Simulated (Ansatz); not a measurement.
# C2H2Cl2Sn (SMILES C#[C][SnH]([Cl])[Cl]): RPA@PBE/def2-SVP (core potential)

What is the vertical ionisation energy of C2H2Cl2Sn at RPA@PBE/def2-SVP (core potential)? 

Program for the calculation: Ansatz 0.2.0.

49 further runs of the same task are left out: 7 that didn't finish, 42 set aside as unsound or not needed.

### 1 The structure to begin with

C2H2Cl2Sn: 7 atoms, total charge 0, spin state singlet. As SMILES, `C#[C][SnH]([Cl])[Cl]`. Geometry: relaxed at PBE0-D4/def2-TZVP.

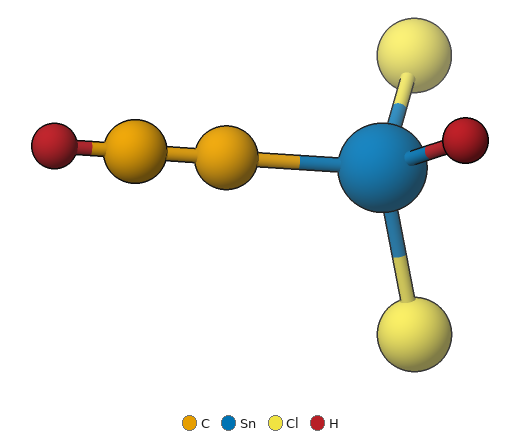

The structure, seen from a chosen angle (carbon amber, tin blue, chlorine yellow, hydrogen red).

### 2 A single-point energy at RPA@PBE/def2-SVP (core potential)

File input.yaml:

```yaml
crystal:
  periodic: [false, false, false]
  atoms:
    - {symbol: C, position_ang: [-1.668000, 1.349700, 0.386500]}
    - {symbol: C, position_ang: [-0.744900, 0.592400, 0.224500]}
    - {symbol: Sn, position_ang: [0.833800, -0.704500, -0.025300]}
    - {symbol: Cl, position_ang: [0.163900, -2.365900, -1.482000]}
    - {symbol: Cl, position_ang: [2.540200, 0.448400, -1.069500]}
    - {symbol: H, position_ang: [-2.485300, 2.020900, 0.525300]}
    - {symbol: H, position_ang: [1.421600, -1.409000, 1.394900]}
basis:
  gaussian:
    orbitals: def2-SVP
hamiltonian:
  xc: pbe
accuracy: high
correlation:
  method: rpa
  frozen_orbitals: {C: 1, Cl: 5, H: 0, Sn: 4}
```

Launch:

```sh
$ ansatz run input.yaml --threads 1 --pin off --max-ram 3480MiB --events-out events.jsonl --progress --plain --runs-dir runs
```

Log:

```text
Warning: RAYON_NUM_THREADS=1 ignored (pool sized by the plan → 1); use --threads N
Functional definition: PBE
  name "PBE"
  parameter kappa = 0.804
  parameter beta = 0.06672455060314922
  exchange = pbe_x(kappa = kappa, mu = beta*pi^2/3)
  correlation = pbe_c(beta = beta)
2157 factors; integrals over basis functions are off by at most 3.3e-8 eV
mean field evaluation 1: about -32954.1667 eV, gradient 4.7e1 eV
mean field evaluation 2: about -32954.1558 eV, gradient 4.7e1 eV
mean field evaluation 4: about -32959.4066 eV, gradient 2.0e1 eV
mean field evaluation 8: about -32960.5971 eV, gradient 2.9e-1 eV
mean field evaluation 16: about -32960.5946 eV, gradient 1.0e-4 eV
mean field -32960.59464593 eV, -1211.2795117443 hartree, gradient 2.6e-8 eV, S^2 0.000000; 0 other end points of the search recorded, 0 dependent functions left out
16 core orbitals not correlated: weight in the atoms' cores, before any rotation towards them, 1.000 or more for the frozen orbitals, at most 0.000 for the correlated occupied ones
reference -32894.97522217 eV, -1208.8680423998 hartree; 19, 19 occupied and 65, 65 virtual orbitals, 2157 factors
Total energy: -32921.84349205 eV, -1209.8554331057 hartree
```

Wall time 19 s (1 thread of Arm Neoverse V1, shared host); peak memory 0.44 GiB.

### 3 The doublet cation at the same level

File job.yaml:

```yaml
crystal:
  periodic: [false, false, false]
  atoms:
    - {symbol: C, position_ang: [-1.668000, 1.349700, 0.386500]}
    - {symbol: C, position_ang: [-0.744900, 0.592400, 0.224500]}
    - {symbol: Sn, position_ang: [0.833800, -0.704500, -0.025300]}
    - {symbol: Cl, position_ang: [0.163900, -2.365900, -1.482000]}
    - {symbol: Cl, position_ang: [2.540200, 0.448400, -1.069500]}
    - {symbol: H, position_ang: [-2.485300, 2.020900, 0.525300]}
    - {symbol: H, position_ang: [1.421600, -1.409000, 1.394900]}
basis:
  gaussian: {orbitals: def2-SVP}
total_charge: 1
magnetization: {spin_polarized: true, initial_magnetization: 1}
hamiltonian: {xc: {name: PBE}}
correlation: {method: rpa, frozen_orbitals: {C: 1, Cl: 5, H: 0, Sn: 4}}
accuracy: high
```

Launch:

```sh
$ ansatz run job.yaml --threads 1 --pin off --max-ram 3480MiB --events-out events.jsonl --progress --plain --runs-dir runs
```

Log, cut to the lines that bear on the results:

```text
Warning: RAYON_NUM_THREADS=1 ignored (pool sized by the plan → 1); use --threads N
[... 2 set-up lines as earlier in the session ...]
[...]
2156 factors; integrals over basis functions are off by at most 3.3e-8 eV
[...]
mean field -32950.42621427 eV, -1210.9058287733 hartree, gradient 5.7e-8 eV, S^2 0.751383; 20 other end points of the search recorded, 0 dependent functions left out
16 core orbitals not correlated: weight in the atoms' cores, before any rotation towards them, 1.000 or more for the frozen orbitals, at most 0.000 for the correlated occupied ones
reference -32883.49424555 eV, -1208.4461242911 hartree; 19, 18 occupied and 65, 66 virtual orbitals, 2156 factors
Total energy: -32911.90590451 eV, -1209.4902334998 hartree
```

Run time: 2.2 min. Hardware: 1 thread of Arm Neoverse V1, shared host; peak memory 0.73 GiB.

### 4 Outcome

At RPA@PBE/def2-SVP (core potential), 16 core orbitals frozen:

| quantity | value |
| --- | --- |
| singlet C2H2Cl2Sn: total energy | -1209.85543 Eh |
| singlet C2H2Cl2Sn: RPA correlation energy (valence) | -987.4 mEh |
| doublet cation: total energy | -1209.49023 Eh |
| doublet cation: RPA correlation energy (valence) | -1044.1 mEh |
| doublet cation: ⟨S²⟩ of the reference determinant | 0.751 |
| vertical ionisation energy (to the doublet cation) | 9.938 eV |

**Reading.** The vertical ionisation energy comes to 9.94 eV (959 kJ/mol).
